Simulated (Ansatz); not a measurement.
# AlGaH3Si2 (charge +1): what the fields show

Input

```
crystal:
  periodic: [false, false, false]
  atoms:
    - {symbol: Al, position_ang: [-0.108107, -0.919707, -3.406333]}
    - {symbol: Ga, position_ang: [-0.477180, 2.403887, -0.980488]}
    - {symbol: Si, position_ang: [-0.535896, 1.435429, -2.999054]}
    - {symbol: Si, position_ang: [0.035131, -0.114595, -1.273268]}
    - {symbol: H, position_ang: [-0.457821, 3.167207, 0.351134]}
    - {symbol: H, position_ang: [0.275135, -0.315671, 0.186043]}
    - {symbol: H, position_ang: [-0.096769, -1.819490, -4.680292]}
basis:
  gaussian:
    orbitals: def2-TZVPD
total_charge: 1
hamiltonian:
  xc: {name: PBE0}
output: {forces: true, orbitals: {seedname: orbitals}}
```

Run with:

```sh
ansatz run input.yaml --threads 1 --pin off --max-ram 2610MiB --events-out events.jsonl --progress --plain --runs-dir runs
```

Geometry: PBE0-D3(BJ)/def2-SVP.

These are results of isolated molecule in a Gaussian basis; Kohn-Sham density functional theory, functional PBE0 (Ansatz), not measurements.

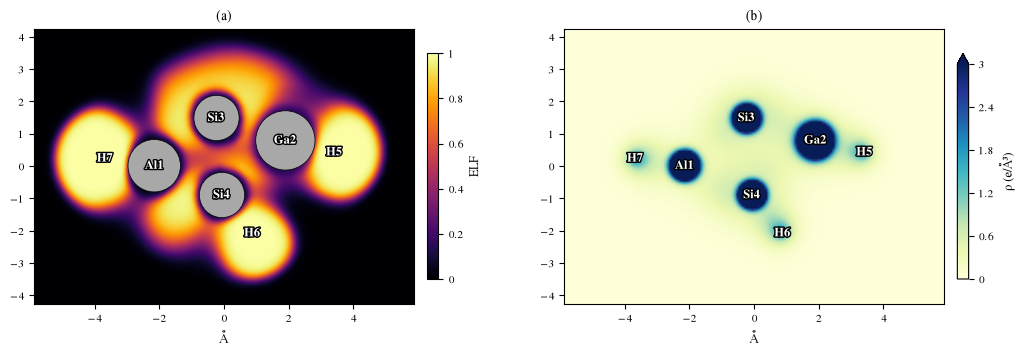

Figure 1. (a) ELF; (b) total electron density on the molecular plane. Grey discs cover the atomic cores in the ELF map.

Question: Interpret the plot.

Answer: Atoms in the plane: Al, Ga, Si and H.
Ga–Si (2.24 Å): ρ is about 0.56 e/Å³ halfway; the ELF peaks at about 0.75 in the valence shell of Si, 1.0 Å from its nucleus, and is about 0.70 at the midpoint.
Al–Si (2.28 Å): ρ at the midpoint is about 0.51 e/Å³; the ELF peaks at about 0.85 between the atoms; localised, covalent bonding.
Si–Si (2.39 Å): the density is about 0.44 e/Å³ at the midpoint; the ELF peaks at about 0.65 between the atoms.
Si–H (1.49 Å): the density is about 0.81 e/Å³ at the midpoint; the ELF climbs to about 1 towards the hydrogen, as it does in any bond to H.
Al–Si (2.43 Å): ρ at the midpoint is about 0.42 e/Å³; the ELF peaks at about 0.85 in the valence shell of Si, 1.1 Å from its nucleus, and is about 0.80 at the midpoint.

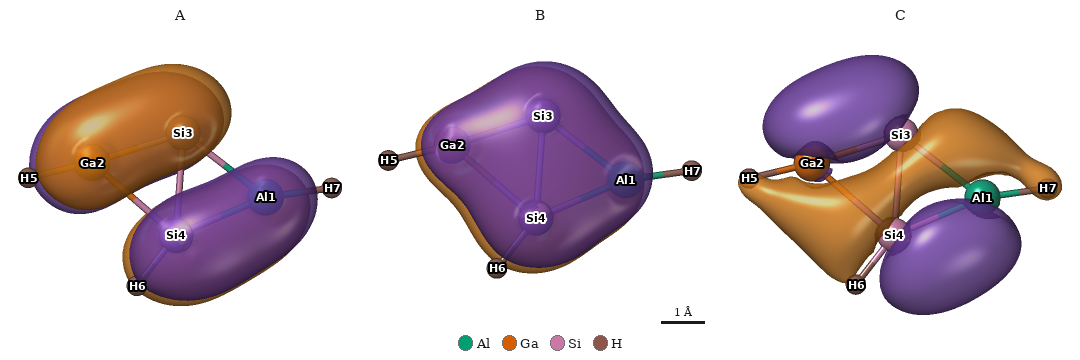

Figure 2. Three frontier orbitals at ±0.06 Å⁻³ᐟ² (orange and purple are the two phases), in no order.

Question: Which picture is the HOMO−1, the HOMO and the LUMO?

Answer: B is the HOMO−1 (−11.55 eV). By Hirshfeld shares it lies mainly on Si3 (about 35 %), Si4 (about 35 %), Al1 (about 15 %) and Ga2 (about 15 %); it changes sign across the molecular plane (π type); π-bonding across Al1–Si3, Al1–Si4, Ga2–Si3 and Ga2–Si4. C is the HOMO (−11.23 eV). Its weight (Hirshfeld) is mainly on Si4 (about 30 %), Si3 (about 25 %), Ga2 (about 20 %) and Al1 (about 20 %); it is symmetric in the molecular plane (an in-plane orbital: σ, lone-pair or in-plane π type). A is the LUMO (−7.16 eV). Its weight (Hirshfeld) is mainly on Si4 (about 30 %), Si3 (about 25 %), Ga2 (about 25 %) and Al1 (about 15 %); it changes sign across the molecular plane (π type); π-bonding across Al1–Si4 and Ga2–Si3; π-antibonding (a node) across Al1–Si3, Ga2–Si4 and Si3–Si4.

Question: What is the HOMO–LUMO gap?

Answer: 4.07 eV between the orbital energies.

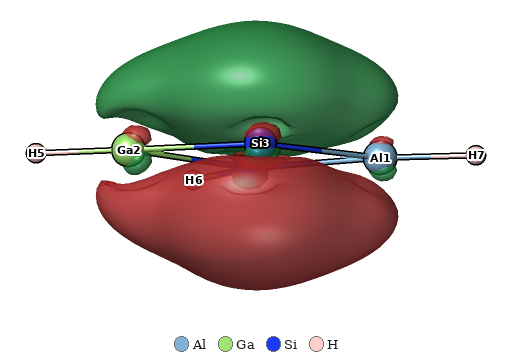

Figure 3. The HOMO−1 at ±0.08 Å⁻³ᐟ² (green and red are the two phases), seen from one side.

Question: Describe this orbital and give its energy.

Answer: It lies mainly on Si3 (about 35 %), Si4 (about 35 %), Al1 (about 15 %) and Ga2 (about 15 %); it changes sign across the molecular plane (π type); π-bonding across Al1–Si3, Al1–Si4, Ga2–Si3 and Ga2–Si4. Its energy is −11.55 eV.
